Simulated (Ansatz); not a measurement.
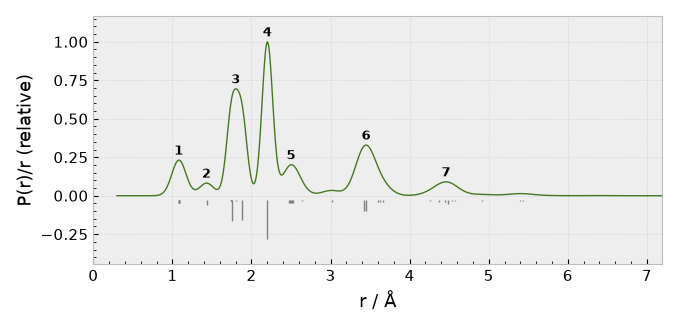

Simulated gas electron diffraction: radial distribution curve of C2H6Si2. Each pair of atoms contributes with weight ZᵢZⱼ/r (bars below the curve); damping constant 0.001 Å²; vibrational amplitudes assumed, not computed: 0.05 Å for bonds, 0.078 Å for bonds to H, 0.06 + 0.015 r up to 0.15 Å for other pairs. The geometry is the end point of an optimisation (UHF/STO-3G (Ansatz 0.2.0)); it may be a saddle point or a higher isomer.

Question: Assign the numbered peaks of the radial distribution curve (– bonded, ··· not bonded).

Answer: Peak 1, 1.08 Å: C–H 1.08 Å (×5)
Peak 2, 1.43 Å: Si–H 1.43 Å
Peak 3, 1.80 Å: Si–C 1.75–1.88 Å (×2), not resolved
Peak 4, 2.20 Å: Si–Si 2.20 Å
Peak 5, 2.50 Å: Si···H 2.48–2.52 Å (×5)
Peak 6, 3.45 Å: Si···C 3.43–3.44 Å (×2), Si···H 3.59–3.67 Å (×3), not resolved
Peak 7, 4.46 Å: C···H 4.25–4.58 Å (×3), Si···H 4.37–4.45 Å (×2), C···C 4.48 Å, not resolved
